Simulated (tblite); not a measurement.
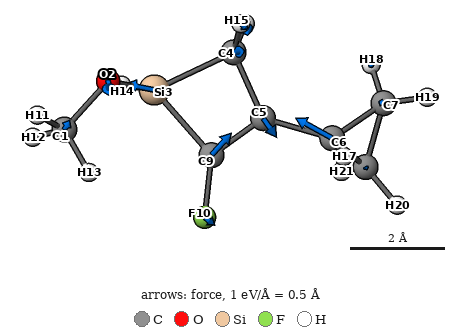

Starting geometry of C₇H₁₁FOSi with the computed forces as blue arrows. Style: ball-and-stick. Shown at a tilt.

The calculation used tblite 0.8.0, GFN2-xTB geometry optimisation, gas phase. 

### Is this structure relaxed? If not, where do the atoms go?

It isn't relaxed: the largest force vector, on a C atom, is 1.84 eV/Å. The final displacements have little in common with the starting forces (cosine between the two patterns 0.08). The atom that moves furthest after the best rigid fit is an H atom (1.70 Å). Largest moves by element: H 1.70 Å, C 0.96 Å, F 0.75 Å, Si 0.61 Å, O 0.28 Å. Near-neighbour distances that change, for instance: C–C 1.550 → 1.459 Å, O–Si 1.659 → 1.615 Å, C–C 1.549 → 1.515 Å, C–O 1.428 → 1.399 Å. Among the angles between lasting bonds that change: C–O–Si 118.0° → 129.3°, C–C–F 131.9° → 125.8°, Si–C–F 132.4° → 138.4°. Groups turn about C–C by about 70°, O–Si by about 20°. After 180 geometry steps the energy has fallen by 0.478 eV.
